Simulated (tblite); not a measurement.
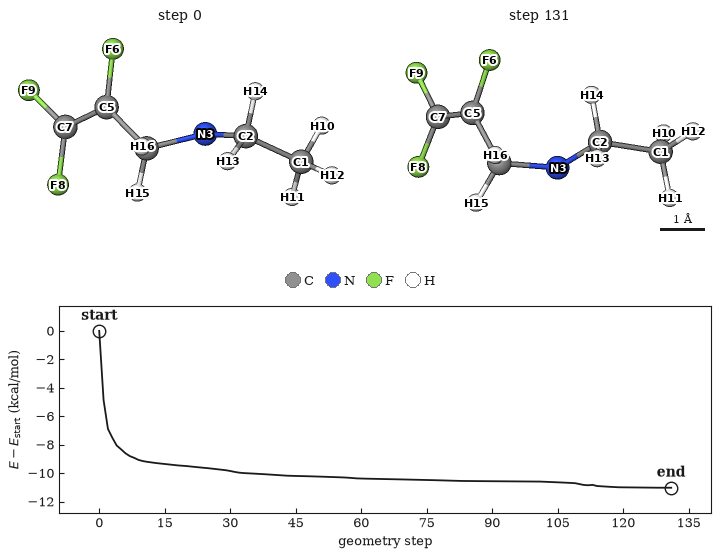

First and last geometry of a relaxation of C₅H₇F₃N (multiplicity 2), with the history of the run. The picture is a ball-and-stick view, seen at a tilt.

All numbers below come from GFN2-xTB geometry optimisation, gas phase in tblite. 

Q: Read the history and describe the run.

A: It converged. Over 131 geometry steps the energy falls by 11.0 kcal/mol. The atom that moves furthest after the best rigid fit is an H atom (1.05 Å). By element the largest moves are H 1.05 Å, N 0.82 Å, F 0.77 Å, C 0.44 Å. Near-neighbour distances that change, for instance: C–N 1.449 → 1.400 Å, C–F 1.360 → 1.326 Å, C–N 1.453 → 1.419 Å, C–H 1.116 → 1.087 Å. Bond angles that change, for instance: F–C–F 117.4° → 110.8°, C–C–C 120.3° → 125.9°, C–C–H 104.5° → 109.9°. Groups turn about C–N by about 40°, C–N by about 40°.

```csv
step,"E − E(0), kcal/mol"
0,0.00
1,-4.86
2,-6.89
3,-7.51
4,-8.06
5,-8.32
6,-8.60
7,-8.80
8,-8.93
9,-9.07
10,-9.15
16,-9.40
23,-9.60
29,-9.80
35,-10.03
42,-10.17
48,-10.22
55,-10.29
61,-10.39
67,-10.42
74,-10.48
80,-10.53
86,-10.56
93,-10.57
99,-10.58
106,-10.66
112,-10.85
118,-10.98
125,-11.02
131,-11.03
```
